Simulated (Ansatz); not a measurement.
# SiSbNH6: geometry relaxation (part 2 of 2)

The same run, continued: SiSbNH6; RHF/def2-SVP (Ansatz 0.2.0). It belongs to a series of runs on one base structure; here: end point B relaxed.

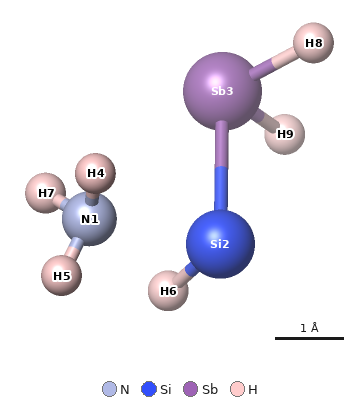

**Figure 1.** The geometry at step 12 of the log (ball-and-stick view, seen at a tilt; atoms are numbered from 1 in the order of the input).

**Trajectory as extended XYZ, continued**
```
9
Properties=species:S:1:pos:R:3:forces:R:3 step=7 energy=-15944.64726
N    -0.9225    0.7851   -1.2464    0.0474  -0.1433   0.0634
Si    0.6823    0.7010    0.1024    0.0894   0.1448   0.0505
Sb   -0.3929   -1.3961    1.3699   -0.1001  -0.1688  -0.0864
H    -0.8415    0.0327   -1.9128   -0.0432   0.0260  -0.0407
H    -0.8893    1.6492   -1.7638    0.0185   0.0351   0.0084
H    -0.0563    1.7082    0.9671    0.0452  -0.0177   0.0019
H    -1.8266    0.7161   -0.8070   -0.0680   0.0163  -0.0077
H     0.3899   -2.5516    0.3845   -0.0225  -0.0202   0.0520
H     0.7532   -1.5329    2.6157    0.0332   0.1278  -0.0415
9
Properties=species:S:1:pos:R:3:forces:R:3 step=8 energy=-15944.65760
N    -0.9220    0.7856   -1.2446    0.0759   0.0018  -0.0036
Si    0.6812    0.6984    0.1094    0.1046  -0.0421  -0.0972
Sb   -0.3983   -1.4150    1.3562   -0.0627  -0.0528   0.0011
H    -0.8346    0.0491   -1.9280   -0.0345   0.0234  -0.0102
H    -0.8899    1.6621   -1.7441   -0.0055  -0.0327   0.0332
H    -0.0524    1.6978    0.9743   -0.0434   0.0252   0.0841
H    -1.8279    0.7046   -0.8111   -0.0582   0.0084  -0.0067
H     0.3780   -2.5980    0.3989    0.0330   0.0319   0.0547
H     0.7621   -1.4729    2.5985   -0.0093   0.0370  -0.0555
9
Properties=species:S:1:pos:R:3:forces:R:3 step=9 energy=-15944.67055
N    -0.9474    0.8194   -1.2592   -0.0022  -0.0101   0.0047
Si    0.7015    0.6286    0.0420   -0.0211  -0.0728  -0.0201
Sb   -0.4114   -1.4702    1.3004    0.4060  -0.1500   0.0856
H    -0.8927    0.1284   -1.9931   -0.0202   0.0531   0.0346
H    -0.9221    1.7271   -1.7013   -0.0015  -0.0622   0.0425
H     0.0237    1.6139    0.9723   -0.0126   0.0157   0.0241
H    -1.8425    0.7179   -0.8036    0.0310   0.0244  -0.0382
H     0.5256   -2.6786    0.5072   -0.1441   0.1818   0.1399
H     0.6614   -1.3747    2.6449   -0.2353   0.0200  -0.2732
9
Properties=species:S:1:pos:R:3:forces:R:3 step=10 energy=-15944.67923
N    -0.9517    0.8252   -1.2587    0.0056  -0.0161  -0.0314
Si    0.7032    0.6053    0.0288   -0.0457  -0.0257  -0.0173
Sb   -0.4072   -1.4878    1.2851    0.2692  -0.0888   0.0476
H    -0.9083    0.1459   -2.0048   -0.0239   0.0627   0.0591
H    -0.9182    1.7394   -1.6863   -0.0070  -0.0573   0.0372
H     0.0323    1.5850    0.9737    0.0148  -0.0036   0.0064
H    -1.8455    0.7272   -0.7999    0.0338   0.0155  -0.0356
H     0.5547   -2.6956    0.5363   -0.0914   0.1238   0.1021
H     0.6370   -1.3328    2.6354   -0.1555  -0.0106  -0.1680
9
Properties=species:S:1:pos:R:3:forces:R:3 step=11 energy=-15944.69269
N    -0.9759    0.8412   -1.2526   -0.0234   0.0354   0.1180
Si    0.7149    0.5471   -0.0413    0.0352  -0.0520   0.0037
Sb   -0.3893   -1.5460    1.2072    0.0608   0.0271  -0.0223
H    -0.9803    0.1968   -2.0250    0.0335  -0.0811  -0.0849
H    -0.9286    1.7681   -1.6412    0.0000   0.1072  -0.0573
H     0.1305    1.5242    0.9628   -0.0428  -0.0242  -0.0433
H    -1.8606    0.7518   -0.7782   -0.0261  -0.0026   0.0551
H     0.7093   -2.7163    0.6378   -0.0154   0.0075   0.0258
H     0.4764   -1.2553    2.6402   -0.0218  -0.0173   0.0053
9
Properties=species:S:1:pos:R:3:forces:R:3 step=12 energy=-15944.65449 accepted=F
N    -0.9737    0.8777   -1.2346    0.0907  -0.3090  -0.4406
Si    0.7520    0.5202   -0.0869   -0.3028   0.2715   0.1561
Sb   -0.3612   -1.5469    1.1897   -0.0423  -0.1076  -0.1262
H    -0.9783    0.2082   -1.9898   -0.1764   0.1006  -0.0450
H    -0.9516    1.7976   -1.6539    0.0684  -0.1060   0.1296
H     0.0719    1.4701    0.8751    0.3327   0.1039   0.2566
H    -1.8423    0.7829   -0.7323    0.0059   0.0060   0.0431
H     0.7522   -2.7265    0.6760   -0.0105  -0.0230   0.0308
H     0.4273   -1.2716    2.6661    0.0343   0.0637  -0.0043
9
Properties=species:S:1:pos:R:3:forces:R:3 step=13 energy=-15944.69650
N    -0.9812    0.8512   -1.2505   -0.0104   0.0035   0.0238
Si    0.7295    0.5353   -0.0680    0.0094  -0.0351  -0.0050
Sb   -0.3758   -1.5570    1.1792    0.0231   0.0163  -0.0084
H    -1.0001    0.2130   -2.0301    0.0095  -0.0269  -0.0187
H    -0.9421    1.7829   -1.6327    0.0023   0.0367  -0.0085
H     0.1485    1.5031    0.9441   -0.0145   0.0012  -0.0057
H    -1.8551    0.7561   -0.7566   -0.0054   0.0018   0.0194
H     0.7515   -2.7282    0.6775    0.0006   0.0059   0.0050
H     0.4213   -1.2448    2.6466   -0.0145  -0.0034  -0.0020
9
Properties=species:S:1:pos:R:3:forces:R:3 step=14 energy=-15944.69686
N    -0.9889    0.8577   -1.2437   -0.0228  -0.0098  -0.0550
Si    0.7463    0.5074   -0.1040   -0.0488   0.0072   0.0241
Sb   -0.3670   -1.5770    1.1403    0.1005  -0.0288   0.0317
H    -1.0359    0.2280   -2.0310    0.0003   0.0184   0.0437
H    -0.9485    1.7940   -1.6170    0.0021  -0.0035   0.0106
H     0.1862    1.4685    0.9258    0.0191   0.0277  -0.0072
H    -1.8508    0.7678   -0.7269    0.0267   0.0007  -0.0113
H     0.8240   -2.7186    0.7137   -0.0511   0.0219   0.0479
H     0.3309   -1.2161    2.6524   -0.0261  -0.0339  -0.0845
9
Properties=species:S:1:pos:R:3:forces:R:3 step=15 energy=-15944.69687
N    -0.9922    0.8642   -1.2456   -0.0209  -0.0306  -0.0357
Si    0.7430    0.5128   -0.1069    0.0251   0.0213  -0.0206
Sb   -0.3559   -1.5827    1.1278    0.0571  -0.0561   0.0991
H    -1.0406    0.2334   -2.0318    0.0001   0.0188   0.0375
H    -0.9509    1.8001   -1.6195    0.0081  -0.0036   0.0114
H     0.1858    1.4775    0.9218    0.0053  -0.0176   0.0031
H    -1.8537    0.7760   -0.7281    0.0141  -0.0014  -0.0085
H     0.8313   -2.7446    0.7468   -0.0400   0.0706  -0.0256
H     0.3295   -1.2250    2.6452   -0.0489  -0.0014  -0.0609
9
Properties=species:S:1:pos:R:3:forces:R:3 step=16 energy=-15944.69809
N    -0.9914    0.8605   -1.2433   -0.0011   0.0141  -0.0075
Si    0.7460    0.5109   -0.1081   -0.0199  -0.0090   0.0124
Sb   -0.3594   -1.5844    1.1300    0.0101   0.0063  -0.0057
H    -1.0437    0.2268   -2.0257    0.0005  -0.0052   0.0003
H    -0.9472    1.7950   -1.6203   -0.0006  -0.0037   0.0005
H     0.1914    1.4749    0.9224    0.0076   0.0016  -0.0036
H    -1.8515    0.7773   -0.7233    0.0052  -0.0023   0.0016
H     0.8353   -2.7264    0.7327   -0.0007   0.0008  -0.0002
H     0.3168   -1.2227    2.6451   -0.0011  -0.0027   0.0022
```

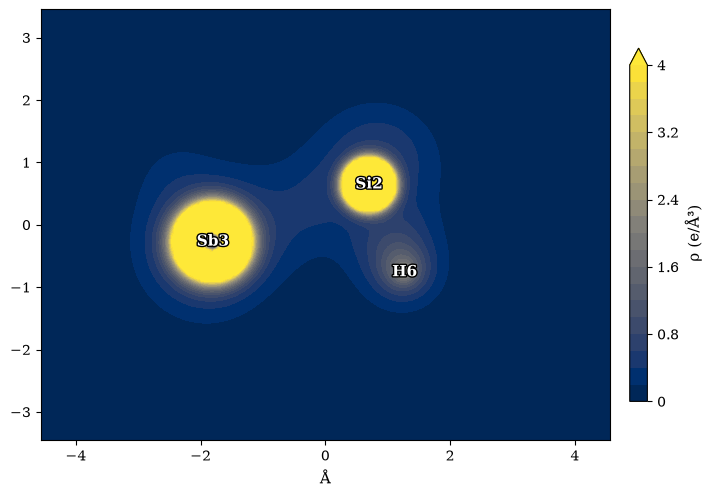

**Figure 2.** Total electron density on the plane of atoms Sb3, Si2 and H6. Atoms in the plane: Si, Sb and H. Si–Sb (2.67 Å): ρ is about 0.47 e/Å³ halfway. Si–H (1.52 Å): ρ is about 0.72 e/Å³ halfway.

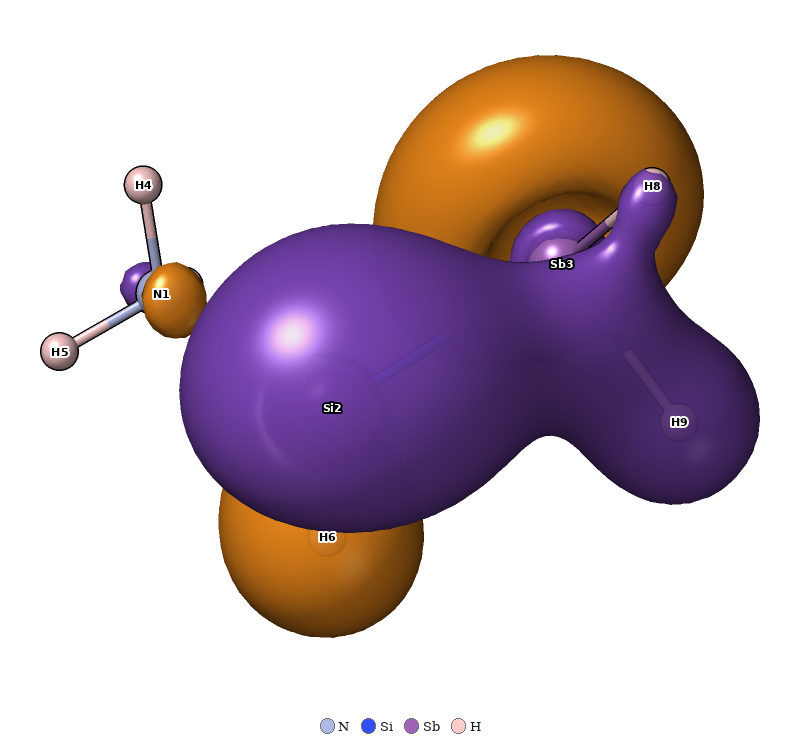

**Figure 3.** One frontier orbital at ±0.1 Å⁻³ᐟ² (orange and purple are the two phases), seen face on. The HOMO−1, at −9.23 eV. Its weight (Hirshfeld) is mainly on Sb3 (40 %), Si2 (40 %) and H6 (10 %).

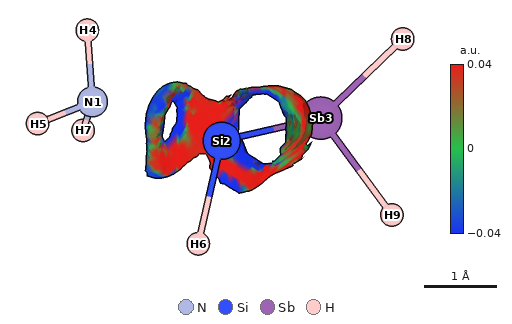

**Figure 4.** Non-covalent interaction (NCI) plot: the surface where the reduced density gradient is 0.4, for densities under 0.05 a.u., coloured by sign(λ₂)ρ; seen at a tilt.

The run was set up as follows.

**The input**
```yaml
crystal:
  periodic: [false, false, false]
  atoms:
    - { symbol: "N", position_ang: [-0.9033, 0.7201, -1.2646] }
    - { symbol: Si, position_ang: [0.1048, 0.6204, 0.1561] }
    - { symbol: Sb, position_ang: [-0.5361, -1.4498, 1.434] }
    - { symbol: H, position_ang: [-0.6898, -0.061, -1.8762] }
    - { symbol: H, position_ang: [-0.6196, 1.5907, -1.8308] }
    - { symbol: H, position_ang: [-0.0648, 1.8206, 1.0135] }
    - { symbol: H, position_ang: [-1.6547, 0.69178, -0.54613] }
    - { symbol: H, position_ang: [0.2613, -2.4644, 0.2121] }
    - { symbol: H, position_ang: [0.9985, -1.3567, 2.4116] }
basis:
  gaussian: { orbitals: def2-SVP }
hamiltonian:
  xc: hf
relax:
  f_tol: 0.02
  max_steps: 50
output:
  orbitals: {}
```

Launch command:
```bash
ansatz run input.yaml --threads 1 --pin off --max-ram 2048MiB --backend cpu --events-out ev --progress --plain --runs-dir out
```

**Summary**

```csv
quantity,value
outcome,converged
total energy,−15944.6981 eV
mean-field energy,−15944.6981 eV
largest force (length of the vector) at the end,0.025 eV/Å
hardware,"1 thread of Arm Neoverse V1, 24 GiB of memory available, shared host"
wall time,35 s
peak memory,0.17 GiB
```
